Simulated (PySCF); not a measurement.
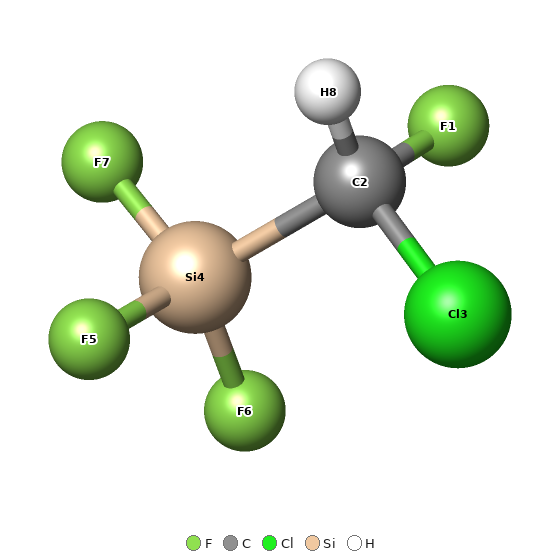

The molecule: CHClF₄Si, SMILES F[C@H](Cl)[Si](F)(F)F.

GIAO shifts, PBE0/6-311+G(2d,p) with PySCF 2.14.0, at a PBE0-D3(BJ)/def2-SVP geometry (no frequency check), against HCl for ³⁵Cl, TMS for ¹³C and CFCl₃ for ¹⁹F computed at the same level (Cl: the usual scale starts at aqueous chloride instead; ¹⁹F: this reference is a hard case for the method, so all values can be off together by tens of ppm, and differences between signals are safer). Gas phase, fully decoupled, line heights follow the number of nuclei, widths are arbitrary (no quadrupolar broadening); values of one conformer, averaged over methyl-type rotors and exact or near symmetry.

Predict the ³⁵Cl spectrum.

1 signal.


| δ (ppm) | nuclei | atoms |
| --- | --- | --- |
| 212.1 | 1 | Cl3 |

Which ¹³C signals does it give?

1 signal.


```tsv
δ (ppm)	nuclei	atoms
93.5	1	C2
```

Which ¹⁹F signals does it give?

2 signals.


| δ (ppm) | nuclei | atoms |
| --- | --- | --- |
| −158.9 | 3 | F5, F6, F7 |
| −197.5 | 1 | F1 |

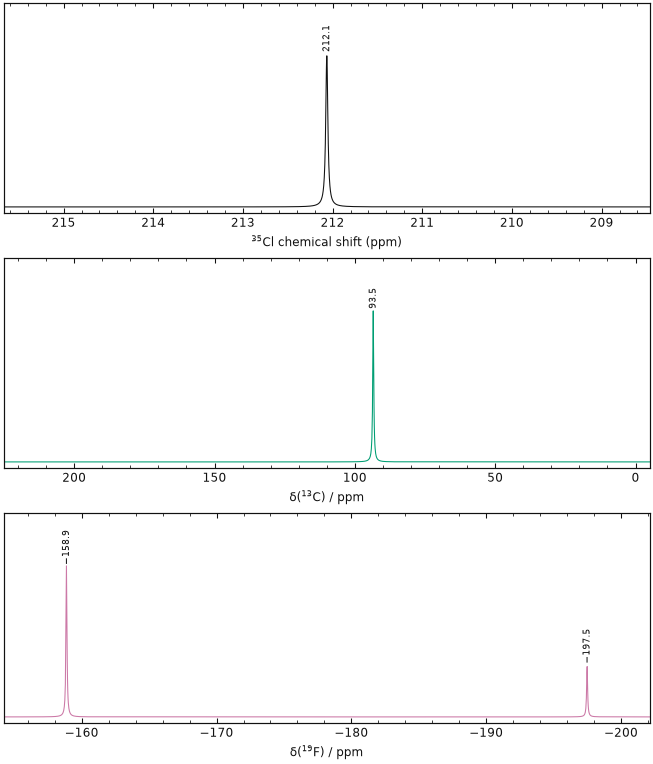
